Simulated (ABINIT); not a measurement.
# NaF (Villiaumite): changed settings of a GW run in ABINIT

Aim: change inputs of a GW run on NaF (Villiaumite) and see what moves.

Calculated with ABINIT 10.8.3; PBE and many-body steps on it, plane waves.

The database entry behind the starting cell differs from later determinations by our own check (0.1 to 0.3 % short, probably kX units), so it need not match the best structure at ambient conditions.

**1. The structure**

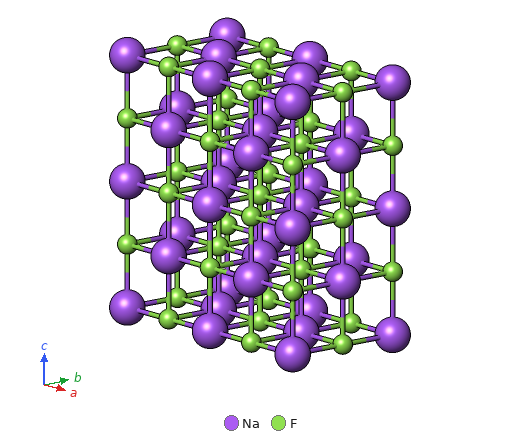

The starting structure, seen from a free direction (sodium purple, fluorine green). 2×1×2 cells are drawn. This picture shows the conventional cell, with its axes. Some periodic images of atoms are drawn too.

The cell and positions come from the Crystallography Open Database and are kept as given unless a step says otherwise.

**2. Screening, 6×6×6 mesh, 100 bands, screening to 217.7 eV**

This step: ABINIT 10.8.3; RPA screening on PBE, plane waves, norm-conserving pseudopotentials.

The RPA dielectric matrix is built and inverted for each q.

The input, run.abi:

```
acell 3*1.0 Angstrom
rprim 
  0.000000000000 2.310000000000 2.310000000000
  2.310000000000 0.000000000000 2.310000000000
  2.310000000000 2.310000000000 0.000000000000
ntypat 2
znucl 11 9
natom 2
typat 1 2
xred 
  0.000000000000 0.000000000000 0.000000000000
  0.500000000000 0.500000000000 0.500000000000
pp_dirpath "pseudos"
pseudos "Na.upf, F.upf"
ecut 38
ngkpt 6 6 6
nshiftk 1
shiftk 0 0 0
kptopt 1
chksymbreak 0
istwfk *1
occopt 1
irdwfk 1
optdriver 3
nband 100
ecuteps 8
inclvkb 2
awtr 1
symchi 1
indata_prefix "in"
outdata_prefix "out"
tmpdata_prefix "tmp"
```

Run with:

```console
> OMP_NUM_THREADS=1 mpirun -n 4 abinit run.abi > log
```

The log of the run:

```text
.Version 10.8.3 of ABINIT. v10.8.2 released Aug 2026.

 Symmetries : space group Fm -3 m (#225); Bravais cF (face-center cubic)
[... echo of the input left out ...]
== DATASET  1 ==================================================================
-   mpi_nproc: 4, omp_nthreads: 1 (-1 if OMP is not activated)

--- !DatasetInfo
iteration_state: {dtset: 1, }
dimensions: {natom: 2, nkpt: 16, mband: 100, nsppol: 1, nspinor: 1, nspden: 1, mpw: 1874, }
cutoff_energies: {ecut:  38.0, pawecutdg:  -1.0, }
electrons: {nelect:   1.60000000E+01, charge:   0.00000000E+00, occopt:   1.00000000E+00, tsmear:   1.00000000E-02, }

 SCREENING: Calculation of the susceptibility and dielectric matrices

 Based on a program developped by R.W. Godby, V. Olevano, G. Onida, and L. Reining.
 Incorporated in ABINIT by V. Olevano, G.-M. Rignanese, and M. Torrent.
.Using double precision arithmetic ; gwpc =  8

[... cell and pseudopotentials left out ...]
--------------------------------------------------------------------------------

 ==== K-mesh for the wavefunctions ====
 Number of points in the irreducible wedge :    16
[... list of points left out ...]
 Together with 48 symmetry operations and time-reversal symmetry
 yields   216 points in the full Brillouin Zone.

 ==== Q-mesh for the screening function ====
 Number of points in the irreducible wedge :    16
[... list of points left out ...]
 Together with 48 symmetry operations and time-reversal symmetry
 yields   216 points in the full Brillouin Zone.

 setmesh: FFT mesh size selected  =    25x   25x   25
          total number of points  =        15625

 vcoul_init : cutoff-mode = AUXILIARY_FUNCTION
 q-points for optical limit:   1
     1)      0.000010    0.000020    0.000030

- screening: taking advantage of time-reversal symmetry
- Maximum band index for partially occupied states nbvw = 8
- Remaining bands to be divided among processors   nbcw = 92
- Number of bands treated by each node ~23

 Number of electrons calculated from density =   16.0000; Expected =   16.0000
 average of density, n =  0.096174
 r_s =    1.3540
 omega_plasma =   29.9147 [eV]

 calculating chi0 at frequencies [eV] :
  1    0.000000E+00    0.000000E+00
  2    0.000000E+00    2.991468E+01

--------------------------------------------------------------------------------
  q-point number  1        q = ( 0.000000, 0.000000, 0.000000) [r.l.u.]
--------------------------------------------------------------------------------
[... chi0 elements left out ...]
 For q-point:  0.000010 0.000020 0.000030
  dielectric constant =   1.7994
  dielectric constant without local fields =   1.8978

  Average fulfillment of the sum rule on Im[epsilon] for q-point    1 :     66.07  [%]
[... wings left out ...]
  q-point number  2        q = ( 0.166667, 0.000000, 0.000000) [r.l.u.]
--------------------------------------------------------------------------------
[... chi0 elements left out ...]
  Average fulfillment of the sum rule on Im[epsilon] for q-point    2 :     81.32  [%]

 [... 14 further q-points ...]
```

Wall time 91 s (4 MPI ranks of Intel Xeon Platinum 8259CL at 2.50GHz (Skylake/Cascade Lake), shared host); peak memory 0.92 GiB; 6.1 min of CPU time.

Numbers from this step:

* ε∞ with local fields, on this mesh, along the program's q direction: 1.799
* the same without local fields: 1.898
* plasma frequency: 29.91 eV
* plane waves in the screening matrix: 169

Local fields lower ε∞ by 5 %.

**3. Base**

The self-energy is evaluated for the states that the input lists, and the levels follow from it, in one-shot runs by the linearised quasiparticle equation.

This step: G0W0 on PBE, plane waves, norm-conserving pseudopotentials.

run.abi, as its differences from that of step 2:

```diff
@@ -23,8 +23,15 @@
 irdwfk 1
-optdriver 3
+optdriver 4
 nband 100
+gwcalctyp 0
+ecutsigx 38
+symsigma 1
+nkptgw 1
+kptgw 
+  0.0000000000 0.0000000000 0.0000000000
+bdgw 
+  6 12
 ecuteps 8
-inclvkb 2
-awtr 1
-symchi 1
+irdscr 1
+ppmodel 1
 indata_prefix "in"
```

The log of the run:

```text
.Version 10.8.3 of ABINIT. v10.8.2 released Aug 2026.

 Symmetries : space group Fm -3 m (#225); Bravais cF (face-center cubic)
[... echo of the input left out ...]
== DATASET  1 ==================================================================
-   mpi_nproc: 4, omp_nthreads: 1 (-1 if OMP is not activated)

--- !DatasetInfo
iteration_state: {dtset: 1, }
dimensions: {natom: 2, nkpt: 16, mband: 100, nsppol: 1, nspinor: 1, nspden: 1, mpw: 1874, }
cutoff_energies: {ecut:  38.0, pawecutdg:  -1.0, }
electrons: {nelect:   1.60000000E+01, charge:   0.00000000E+00, occopt:   1.00000000E+00, tsmear:   1.00000000E-02, }

 SIGMA: Calculation of the GW corrections

 Based on a program developped by R.W. Godby, V. Olevano, G. Onida, and L. Reining.
 Incorporated in ABINIT by V. Olevano, G.-M. Rignanese, and M. Torrent.
.Using double precision arithmetic ; gwpc =  8

[... cell and pseudopotentials left out ...]
--------------------------------------------------------------------------------

 ==== K-mesh for the wavefunctions ====
 Number of points in the irreducible wedge :    16
[... list of points left out ...]
 Together with 48 symmetry operations and time-reversal symmetry
 yields   216 points in the full Brillouin Zone.

 ==== Q-mesh for screening function ====
 Number of points in the irreducible wedge :    16
[... list of points left out ...]
 Together with 48 symmetry operations and time-reversal symmetry
 yields   216 points in the full Brillouin Zone.

 vcoul_init : cutoff-mode = AUXILIARY_FUNCTION
 q-points for optical limit:   1
     1)      0.000010    0.000020    0.000030
 setmesh: FFT mesh size selected  =    36x   36x   36
          total number of points  =        46656

 Number of electrons calculated from density =   16.0000; Expected =   16.0000
 average of density, n =  0.096174
 r_s =    1.3540
 omega_plasma =   29.9147 [eV]

 === KS Band Gaps ===
  >>>> For spin  1
   Minimum direct gap =   6.3895 [eV], located at k-point      :   0.0000  0.0000  0.0000
   Fundamental gap    =   6.3895 [eV], Top of valence bands at :   0.0000  0.0000  0.0000
                                       Bottom of conduction at :   0.0000  0.0000  0.0000
 SIGMA fundamental parameters:
 PLASMON POLE MODEL  1
 number of plane-waves for SigmaX                 1837
 number of plane-waves for SigmaC and W            169
 number of plane-waves for wavefunctions          1837
 number of bands                                   100
 number of independent spin polarizations            1
 number of spinorial components                      1
 number of k-points in IBZ                          16
 number of q-points in IBZ                          16
 number of symmetry operations                      48
 number of k-points in BZ                          216
 number of q-points in BZ                          216
 number of frequencies for dSigma/dE                 9
 frequency step for dSigma/dE [eV]                0.25
 number of omega for Sigma on real axis              0
 max omega for Sigma on real axis  [eV]           0.00
 zcut for avoiding poles [eV]                     0.10

 EPSILON^-1 parameters (SCR file):
 dimension of the eps^-1 matrix on file            169
 dimension of the eps^-1 matrix used               169
 number of plane-waves for wavefunctions          1837
 number of bands                                   100
 number of q-points in IBZ                          16
 number of frequencies                               2
 number of real frequencies                          1
 number of imag frequencies                          1

 matrix elements of self-energy operator (all in [eV])

 Perturbative Calculation

--- !SelfEnergy_ee
iteration_state: {dtset: 1, }
kpoint     : [   0.000,    0.000,    0.000, ]
spin       : 1
KS_gap     :    6.390
QP_gap     :   10.498
Delta_QP_KS:    4.109
data: !SigmaeeData |
     Band     E0 <VxcDFT>   SigX SigC(E0)      Z dSigC/dE  Sig(E)    E-E0       E
        6  -1.330 -22.508 -30.235   4.420   0.824  -0.214 -25.232  -2.724  -4.054
        7  -1.330 -22.508 -30.235   4.420   0.824  -0.214 -25.232  -2.724  -4.054
        8  -1.330 -22.508 -30.235   4.420   0.824  -0.214 -25.232  -2.724  -4.054
        9   5.060  -9.465  -5.324  -2.611   0.905  -0.105  -8.080   1.385   6.445
       10  17.827  -7.169  -2.170  -3.171   0.905  -0.105  -5.515   1.654  19.480
       11  17.827  -7.169  -2.170  -3.171   0.905  -0.105  -5.515   1.654  19.480
       12  17.827  -7.169  -2.170  -3.171   0.905  -0.105  -5.515   1.654  19.480

== END DATASET(S) ==============================================================
================================================================================

 -outvars: echo values of variables after computation  --------
           etotal      0.0000000000E+00
            nband         100
             nkpt          16
          spgroup         225
 [... the other variables as echoed above ...]

 Calculation completed.
```

Run time: 9.1 s. Hardware: 4 MPI ranks; peak memory 0.71 GiB.

This step gave:

```yaml
g0w0_gap_on_the_points_computed: 10.50 eV
starting_gap_on_the_mesh: 6.390 eV
k_of_the_valence_top: 0, 0, 0
k_of_the_conduction_bottom: 0, 0, 0
z_at_the_valence_top: 0.824
z_at_the_conduction_bottom: 0.905
least_direct_g0w0_gap_on_the_computed_points: 10.50 eV
```

The gap on the mesh goes from 6.39 eV to 10.50 eV, a correction of +4.11 eV.

**4. Fewer bands in the self-energy**

run.abi, as its differences from that of step 3:

```diff
@@ -24,3 +24,3 @@
 optdriver 4
-nband 100
+nband 18
 gwcalctyp 0
```

The log of the run:

```text
.Version 10.8.3 of ABINIT. v10.8.2 released Aug 2026.

 Symmetries : space group Fm -3 m (#225); Bravais cF (face-center cubic)
[... echo of the input left out ...]
== DATASET  1 ==================================================================
-   mpi_nproc: 4, omp_nthreads: 1 (-1 if OMP is not activated)

--- !DatasetInfo
iteration_state: {dtset: 1, }
dimensions: {natom: 2, nkpt: 16, mband: 18, nsppol: 1, nspinor: 1, nspden: 1, mpw: 1874, }
cutoff_energies: {ecut:  38.0, pawecutdg:  -1.0, }
electrons: {nelect:   1.60000000E+01, charge:   0.00000000E+00, occopt:   1.00000000E+00, tsmear:   1.00000000E-02, }

 SIGMA: Calculation of the GW corrections

 Based on a program developped by R.W. Godby, V. Olevano, G. Onida, and L. Reining.
 Incorporated in ABINIT by V. Olevano, G.-M. Rignanese, and M. Torrent.
.Using double precision arithmetic ; gwpc =  8

[... cell and pseudopotentials left out ...]
--------------------------------------------------------------------------------

 ==== K-mesh for the wavefunctions ====
 Number of points in the irreducible wedge :    16
[... list of points left out ...]
 Together with 48 symmetry operations and time-reversal symmetry
 yields   216 points in the full Brillouin Zone.

 ==== Q-mesh for screening function ====
 Number of points in the irreducible wedge :    16
[... list of points left out ...]
 Together with 48 symmetry operations and time-reversal symmetry
 yields   216 points in the full Brillouin Zone.

 vcoul_init : cutoff-mode = AUXILIARY_FUNCTION
 q-points for optical limit:   1
     1)      0.000010    0.000020    0.000030
 setmesh: FFT mesh size selected  =    36x   36x   36
          total number of points  =        46656

 Number of electrons calculated from density =   16.0000; Expected =   16.0000
[...]
number of q-points in BZ                          216
 number of frequencies for dSigma/dE                 9
 frequency step for dSigma/dE [eV]                0.25
 number of omega for Sigma on real axis              0
 max omega for Sigma on real axis  [eV]           0.00
 zcut for avoiding poles [eV]                     0.10

 EPSILON^-1 parameters (SCR file):
 dimension of the eps^-1 matrix on file            169
 dimension of the eps^-1 matrix used               169
 number of plane-waves for wavefunctions          1837
 number of bands                                   100
 number of q-points in IBZ                          16
 number of frequencies                               2
 number of real frequencies                          1
 number of imag frequencies                          1

 matrix elements of self-energy operator (all in [eV])

 Perturbative Calculation

--- !SelfEnergy_ee
iteration_state: {dtset: 1, }
kpoint     : [   0.000,    0.000,    0.000, ]
spin       : 1
KS_gap     :    6.390
QP_gap     :   10.047
Delta_QP_KS:    3.657
data: !SigmaeeData |
     Band     E0 <VxcDFT>   SigX SigC(E0)      Z dSigC/dE  Sig(E)    E-E0       E
        6  -1.330 -22.508 -30.235   5.382   0.829  -0.206 -24.453  -1.945  -3.274
        7  -1.330 -22.508 -30.235   5.382   0.829  -0.206 -24.453  -1.945  -3.274
        8  -1.330 -22.508 -30.235   5.382   0.829  -0.206 -24.453  -1.945  -3.274
        9   5.060  -9.465  -5.324  -2.256   0.908  -0.101  -7.753   1.712   6.772
       10  17.827  -7.169  -2.170  -2.465   0.914  -0.094  -4.854   2.315  20.142
       11  17.827  -7.169  -2.170  -2.465   0.914  -0.094  -4.854   2.315  20.142
       12  17.827  -7.169  -2.170  -2.465   0.914  -0.094  -4.854   2.315  20.142

== END DATASET(S) ==============================================================
================================================================================

 -outvars: echo values of variables after computation  --------
           etotal      0.0000000000E+00
            nband          18
             nkpt          16
          spgroup         225
 [... the other variables as echoed above ...]

 Calculation completed.
```

Elapsed: 4.7 s, on 4 MPI ranks; peak memory 0.55 GiB; 18 s of CPU time.

Numbers from this step:

| Quantity | Value |
| --- | --- |
| G0W0 gap on the points computed | 10.05 eV |
| starting gap on the mesh | 6.390 eV |
| k of the valence top | 0, 0, 0 |
| k of the conduction bottom | 0, 0, 0 |
| Z at the valence top | 0.829 |
| Z at the conduction bottom | 0.908 |
| least direct G0W0 gap on the computed points | 10.05 eV |

**5. Exchange cutoff**

run.abi, as its differences from that of step 4:

```diff
@@ -24,5 +24,5 @@
 optdriver 4
-nband 18
+nband 100
 gwcalctyp 0
-ecutsigx 38
+ecutsigx 11.4
 symsigma 1
```

The log of the run:

```text
.Version 10.8.3 of ABINIT. v10.8.2 released Aug 2026.

 Symmetries : space group Fm -3 m (#225); Bravais cF (face-center cubic)
[... echo of the input left out ...]
== DATASET  1 ==================================================================
-   mpi_nproc: 4, omp_nthreads: 1 (-1 if OMP is not activated)

--- !DatasetInfo
iteration_state: {dtset: 1, }
dimensions: {natom: 2, nkpt: 16, mband: 100, nsppol: 1, nspinor: 1, nspden: 1, mpw: 1874, }
cutoff_energies: {ecut:  38.0, pawecutdg:  -1.0, }
electrons: {nelect:   1.60000000E+01, charge:   0.00000000E+00, occopt:   1.00000000E+00, tsmear:   1.00000000E-02, }

 SIGMA: Calculation of the GW corrections

 Based on a program developped by R.W. Godby, V. Olevano, G. Onida, and L. Reining.
 Incorporated in ABINIT by V. Olevano, G.-M. Rignanese, and M. Torrent.
.Using double precision arithmetic ; gwpc =  8

[... cell and pseudopotentials left out ...]
--------------------------------------------------------------------------------

 ==== K-mesh for the wavefunctions ====
 Number of points in the irreducible wedge :    16
[... list of points left out ...]
 Together with 48 symmetry operations and time-reversal symmetry
 yields   216 points in the full Brillouin Zone.

 ==== Q-mesh for screening function ====
 Number of points in the irreducible wedge :    16
[... list of points left out ...]
 Together with 48 symmetry operations and time-reversal symmetry
 yields   216 points in the full Brillouin Zone.

 vcoul_init : cutoff-mode = AUXILIARY_FUNCTION
 q-points for optical limit:   1
     1)      0.000010    0.000020    0.000030
 setmesh: FFT mesh size selected  =    27x   27x   27
          total number of points  =        19683

 Number of electrons calculated from density =   16.0000; Expected =   16.0000
[...]
number of q-points in BZ                          216
 number of frequencies for dSigma/dE                 9
 frequency step for dSigma/dE [eV]                0.25
 number of omega for Sigma on real axis              0
 max omega for Sigma on real axis  [eV]           0.00
 zcut for avoiding poles [eV]                     0.10

 EPSILON^-1 parameters (SCR file):
 dimension of the eps^-1 matrix on file            169
 dimension of the eps^-1 matrix used               169
 number of plane-waves for wavefunctions          1837
 number of bands                                   100
 number of q-points in IBZ                          16
 number of frequencies                               2
 number of real frequencies                          1
 number of imag frequencies                          1

 matrix elements of self-energy operator (all in [eV])

 Perturbative Calculation

--- !SelfEnergy_ee
iteration_state: {dtset: 1, }
kpoint     : [   0.000,    0.000,    0.000, ]
spin       : 1
KS_gap     :    6.390
QP_gap     :   10.111
Delta_QP_KS:    3.722
data: !SigmaeeData |
     Band     E0 <VxcDFT>   SigX SigC(E0)      Z dSigC/dE  Sig(E)    E-E0       E
        6  -1.330 -22.508 -29.581   4.420   0.824  -0.214 -24.693  -2.185  -3.515
        7  -1.330 -22.508 -29.581   4.420   0.824  -0.214 -24.693  -2.185  -3.515
        8  -1.330 -22.508 -29.581   4.420   0.824  -0.214 -24.693  -2.185  -3.515
        9   5.060  -9.465  -5.156  -2.611   0.905  -0.105  -7.929   1.536   6.596
       10  17.827  -7.169  -2.162  -3.171   0.905  -0.105  -5.508   1.662  19.488
       11  17.827  -7.169  -2.162  -3.171   0.905  -0.105  -5.508   1.662  19.488
       12  17.827  -7.169  -2.162  -3.171   0.905  -0.105  -5.508   1.662  19.488

== END DATASET(S) ==============================================================
================================================================================

 -outvars: echo values of variables after computation  --------
           etotal      0.0000000000E+00
            nband         100
             nkpt          16
          spgroup         225
 [... the other variables as echoed above ...]

 Calculation completed.
```

It took 8.9 s on 4 MPI ranks; peak memory 0.71 GiB.

This step gave:

* G0W0 gap on the points computed: 10.11 eV
* starting gap on the mesh: 6.390 eV
* k of the valence top: 0, 0, 0
* k of the conduction bottom: 0, 0, 0
* Z at the valence top: 0.824
* Z at the conduction bottom: 0.905
* least direct G0W0 gap on the computed points: 10.11 eV

[end of part 1 of 2]

[Paths, hosts, dates, memory and timing lines, banners, echoed tables and standing remarks are left out of the program output.]

[Logs are printed without paths, hosts, clocks, repeated set-up lines and the standing remarks that a program may print on its own settings, such as how far it seeks lower states.]

[Runs of the session that timed out or met a known fault of the program may be left out.]

[Hosts, paths, dates, database ids (printed as entryN), source tags and the programs' standing remarks are cut or masked in the printed files.]

[G0W0 gaps are taken among the corrected bands and points alone; a level outside them can change the order at an edge.]

[Where Ansatz stands beside ABINIT at settings called matched, ABINIT's density can come from a denser mesh and the files from another edition; pairs whose starting gaps differed by over 0.03 eV were left out, so agreement reads better than it is.]
